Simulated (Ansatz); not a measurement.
Fields on a plane of Ni3Si (Cu3Au type)

```yaml
crystal:
  lattice:
    - [3.46456, 0.00000, 0.00000]
    - [0.00000, 3.46456, 0.00000]
    - [0.00000, 0.00000, 3.46456]
  atoms:
    - { symbol: Si, position: [0.00000, 0.00000, 0.00000] }
    - { symbol: Ni, position: [0.00000, 0.50000, 0.50000] }
    - { symbol: Ni, position: [0.50000, 0.00000, 0.50000] }
    - { symbol: Ni, position: [0.50000, 0.50000, 0.00000] }
```

The slice is a {110} plane (indices of the conventional cell) through the point (0.500, 0.000, 0.500) (fractional), spanned by u = [100] and v = [011] in vectors of this cell: u (3.46 Å) and v (4.90 Å, at 90° to u). It covers one period; positions are fractions (u, v).

Atoms on it: Ni at (0.00, 0.00); Ni at (0.00, 0.50).

Level of theory: r2SCAN (plane waves to 500 eV, PAW, scalar-relativistic; Ansatz, a quantum-chemistry and plane-wave program). k mesh 13×13×13. These are valence fields of a PAW run, semicore shells included where kept as valence: close to a nucleus they are smooth pseudo fields. At this level the bands of Ni3Si touch or barely overlap. Ni3Si is run without spin polarisation. Ni3Si was relaxed with its symmetry unable to fall.

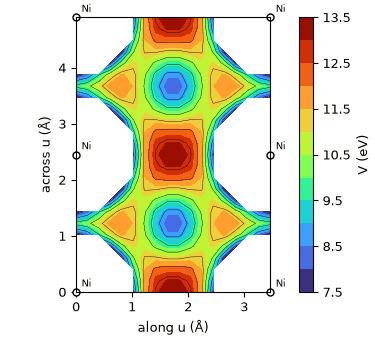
Electrostatic potential energy of an electron, from the cell's mean, in eV, one period of the plane, atoms marked. Points within 1 Å of a nucleus are left white, as the pseudised field means little there. The zero, the cell's mean, hangs on the PAW cores.

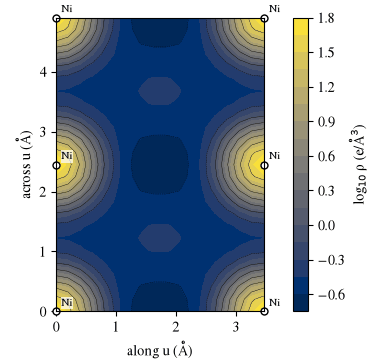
Figure: Log₁₀ of the valence density in e/Å³, one period of the plane, atoms marked. The scale is logarithmic, as a density can span decades between atoms and voids.

The density on the Ni–Ni line (2.45 Å) at its midpoint is 0.35 e/Å³ and the ELF at that point comes out as 0.26.
